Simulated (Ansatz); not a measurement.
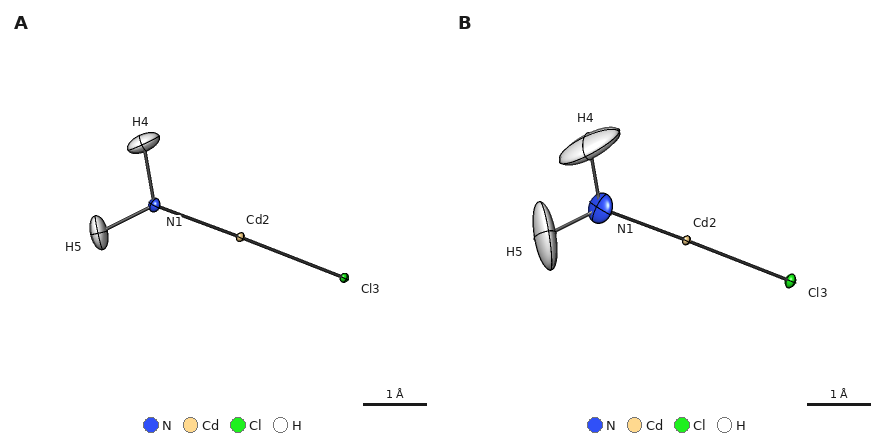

Displacement ellipsoids at the 50 % level, from the internal vibrations of the free molecule (harmonic, no overall translation or rotation; no half-axis is drawn under 0.075 Å). Vibrations computed with RKS PBE0-D4/def2-TZVP, core potentials on Cd (Ansatz 0.2.0). One panel is for 100 K, the other for 600 K.

Which panel is for 600 K?

B.

How much does the mean-square displacement of N1 grow, and why?

U_eq goes from 0.0046 to 0.0200 Å², a factor of 4.4. Modes below kT (417 cm⁻¹ at 600 K) grow about in proportion to T, and the lowest lies at 116 cm⁻¹; the mean-square amplitude of a mode is its zero-point value times coth(ħω/2kT), which comes close to 1 only above about 3kT.
